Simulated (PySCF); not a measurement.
# C2H2ClGa (SMILES C#[C][GaH][Cl]): levels of theory compared

Wanted: a comparison of 6 runs (HF/3-21G, HF/6-31G, B3LYP/6-31G*, B3LYP/pcseg-1, CCSD(T)/cc-pVDZ, CCSD(T)/def2-SVP) of C2H2ClGa. Input form: a Python script.

The results are computed with PySCF 2.14.0.

## (1) Starting point

The species is C2H2ClGa (6 atoms), meant as a singlet with charge 0. As SMILES, `C#[C][GaH][Cl]`. The coordinates come from a PBE0-D4/def2-TZVP relaxation.

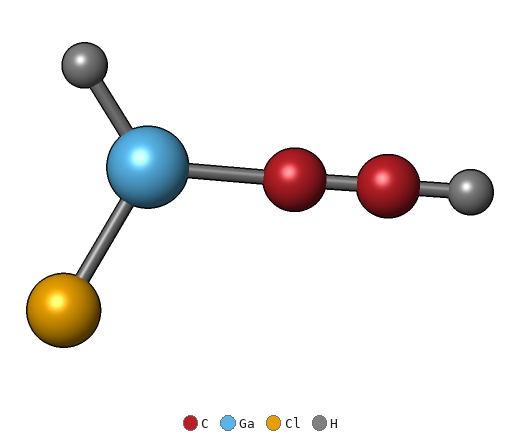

Viewed from a chosen angle; carbon red, gallium blue, chlorine amber, hydrogen grey.

## (2) Energy and gradient at HF/3-21G (run 1)

calc.py

```python
from pyscf import gto

mol = gto.M(
    atom=[
    ('C', (0.577800, 1.057900, -1.454500)),
    ('C', (0.247000, 0.412500, -0.488700)),
    ('Ga', (-0.252900, -0.587200, 1.048000)),
    ('Cl', (-1.745400, -2.085600, 0.724100)),
    ('H', (0.867100, 1.625700, -2.309900)),
    ('H', (0.306500, -0.423300, 2.481100)),
],
    verbose=4,
    max_memory=1860,
    basis='3-21g',
)

hf = mol.RHF()
hf.conv_tol = 1e-10
hf.kernel()
if not hf.converged:
    hf = hf.newton().run(hf.mo_coeff, hf.mo_occ)

energy = hf.e_tot
print('E = %.10f Eh' % energy)
grad = hf.nuc_grad_method().kernel()
hf.analyze()
```

Launch:

```console
OMP_NUM_THREADS=1 python calc.py
```

The log of the run:

```text
PySCF version 2.14.0

[... 85 lines left out ...]
MO #1   energy= -376.530153940544  occ= 2
[... 7 lines left out ...]
MO #9   energy= -10.475406950479   occ= 2
[... 7 lines left out ...]
MO #17  energy= -1.19106398254872  occ= 2
[... 7 lines left out ...]
MO #25  energy= -0.646056180701257 occ= 2
[... 7 lines left out ...]
MO #33  energy= 0.110273752166416  occ= 0
[... 7 lines left out ...]
MO #41  energy= 0.411355718715441  occ= 0
[... 7 lines left out ...]
MO #49  energy= 1.00387845136996   occ= 0
[... 7 lines left out ...]
MO #57  energy= 2.22956333168936   occ= 0
[... 66 lines left out ...]
Dipole moment(X, Y, Z, Debye):  2.33459,  2.55064, -0.17608
```

Wall time 3.6 s (1 thread of Intel Xeon at 2.70GHz, shared host); peak memory 0.13 GiB.

## (3) Energy and forces at HF/6-31G (run 2)

start.xyz

```xyz
6

C      0.577800     1.057900    -1.454500
C      0.247000     0.412500    -0.488700
Ga    -0.252900    -0.587200     1.048000
Cl    -1.745400    -2.085600     0.724100
H      0.867100     1.625700    -2.309900
H      0.306500    -0.423300     2.481100
```

job.py

```python
# C#[C][GaH][Cl]
import pyscf.grad
from pyscf import gto

mol = gto.M(
    atom='start.xyz',
    verbose=4,
    basis='6-31g',
    max_memory=1860,
)

mf = mol.RHF()
mf.conv_tol = 1e-10
mf.kernel()
if not mf.converged:
    mf = mf.newton().run(mf.mo_coeff, mf.mo_occ)

e_tot = mf.e_tot
print('E = %.10f Eh' % e_tot)
grad = mf.Gradients().kernel()
mf.analyze()
```

Launch:

```console
OMP_NUM_THREADS=1 python job.py
```

The log of the run:

```text
PySCF version 2.14.0

[... 83 lines left out ...]
Two-electron Coulomb Energy =         1355.717359532578939
[... 10 lines left out ...]
MO #8   energy= -11.2432912844228  occ= 2
[... 8 lines left out ...]
MO #17  energy= -1.24886453312653  occ= 2
[... 8 lines left out ...]
MO #26  energy= -0.52799098562779  occ= 2
[... 8 lines left out ...]
MO #35  energy= 0.152866205475902  occ= 0
[... 8 lines left out ...]
MO #44  energy= 0.651438859018921  occ= 0
[... 8 lines left out ...]
MO #53  energy= 1.00486245438416   occ= 0
[... 8 lines left out ...]
MO #62  energy= 3.13442558143828   occ= 0
[... 71 lines left out ...]
Dipole moment(X, Y, Z, Debye):  2.32343,  2.54068, -0.18294
```

It took 9 s on 1 thread of Intel Xeon at 2.70GHz, shared host; peak memory 0.14 GiB.

Runs 3 to 4 aren't shown in full; the table further down has their settings and results.

## (4) The energy at CCSD(T)/cc-pVDZ (run 5)

job.py

```python
from pyscf import gto, scf, cc

mol = gto.M(
    atom='''
C      1.091884     1.999141    -2.748607
C      0.466762     0.779512    -0.923509
Ga    -0.477912    -1.109647     1.980433
Cl    -3.298328    -3.941213     1.368351
H      1.638582     3.072128    -4.365078
H      0.579201    -0.799921     4.688599
''',
    verbose=3,
    unit='bohr',
    max_memory=1860,
    charge=0,
    basis='cc-pvdz',
)

hf = scf.RHF(mol)
hf.conv_tol = 1e-10
hf.kernel()
if not hf.converged:
    hf = hf.newton().run(hf.mo_coeff, hf.mo_occ)

mycc = cc.CCSD(hf, frozen=16)
mycc.kernel()
e_t = mycc.ccsd_t()
energy = mycc.e_tot + e_t
print('Final energy', energy)
dip = hf.dip_moment()
pop, q = hf.mulliken_pop()
```

Launch:

```console
OMP_NUM_THREADS=1 python job.py
```

The log of the run:

```text
converged SCF energy = -2459.62439155595
[... 2 lines left out ...]
Final energy -2460.1344554801544
Dipole moment(X, Y, Z, Debye):  1.65900,  1.81940, -0.14713
[... 90 lines left out ...]
charge of    5H =     -0.13773
```

Run time: 23 s. Hardware: 1 thread of Intel Xeon at 2.70GHz, shared host; peak memory 0.32 GiB.

## (5) A single-point energy at CCSD(T)/def2-SVP (run 6)

run.py

```python
# C#[C][GaH][Cl]
from pyscf import gto, cc

mol = gto.M(
    atom='''
C    0.577800   1.057900  -1.454500
C    0.247000   0.412500  -0.488700
Ga  -0.252900  -0.587200   1.048000
Cl  -1.745400  -2.085600   0.724100
H    0.867100   1.625700  -2.309900
H    0.306500  -0.423300   2.481100
''',
    max_memory=1860,
    basis='def2-svp',
    verbose=4,
)

hf = mol.RHF()
hf.conv_tol = 1e-10
hf.kernel()
if not hf.converged:
    hf = hf.newton().run(hf.mo_coeff, hf.mo_occ)

mycc = cc.CCSD(hf, frozen=16)
mycc.kernel()
e_t = mycc.ccsd_t()
etot = mycc.e_tot + e_t
print('E = %.10f Eh' % etot)
dip = hf.dip_moment()
pop, q = hf.mulliken_pop()
```

Launch:

```console
OMP_NUM_THREADS=1 python run.py
```

The log of the run:

```text
PySCF version 2.14.0

[... 64 lines left out ...]
converged SCF energy = -2459.1978331771
[... 12 lines left out ...]
Init t2, MP2 energy = -2459.78332174449  E_corr(MP2) -0.585488567392052
[... 13 lines left out ...]
CCSD converged
[... 3 lines left out ...]
Dipole moment(X, Y, Z, Debye):  1.54985,  1.71274, -0.18054
[... 95 lines left out ...]
charge of    5H =     -0.17269
```

It took 28 s on 1 thread of Intel Xeon at 2.70GHz, shared host; peak memory 0.41 GiB.

## (6) All runs side by side

```tsv
run	level	integration grid	task	energy (Eh)	dipole moment (D) of the reference	HOMO energy (eV)	LUMO energy (eV)	wall time
1	HF/3-21G	–	gradient	-2447.635445	3.46	-11.29	0.87	3.6 s
2	HF/6-31G	–	gradient	-2459.258776	3.45	-11.25	0.77	9 s
3	B3LYP/6-31G* (spherical functions)	5	gradient	-2462.212538	2.33	-8.00	-2.15	45 s
4	B3LYP/pcseg-1	5	gradient	-2462.278685	2.24	-8.26	-2.31	50 s
5	CCSD(T)/cc-pVDZ	–	energy	-2460.134455	2.47	-11.11	1.02	23 s
6	CCSD(T)/def2-SVP	–	energy	-2459.823081	2.32	-11.18	1.09	28 s
```

## (7) Outcome

| quantity | value |
| --- | --- |
| run 6: total energy | -2459.82308 Eh |
| run 6: dipole moment (Hartree–Fock density) | 2.32 D |
| run 6: HOMO energy (Hartree–Fock orbitals) | -11.18 eV |
| run 6: LUMO energy (Hartree–Fock orbitals) | 1.09 eV |
| run 6: HOMO–LUMO gap (Hartree–Fock orbitals) | 12.26 eV |
| run 6: correlation energy (16 core orbitals frozen) | -625.2 mEh |
| run 6: (T) correction | -22.17 mEh |
| run 6: T1 diagnostic | 0.013 |

**Reading.** Over runs 1, 2, 3, 4 the dipole moment (its size) runs from 2.24 D (B3LYP/pcseg-1) to 3.46 D (HF/3-21G). The two ends differ in method and basis. Over runs 1, 2, 3, 4 the HOMO–LUMO gap runs from 5.85 eV (B3LYP/6-31G*) to 12.16 eV (HF/3-21G). All runs together took 2.6 min, the longest 50 s.
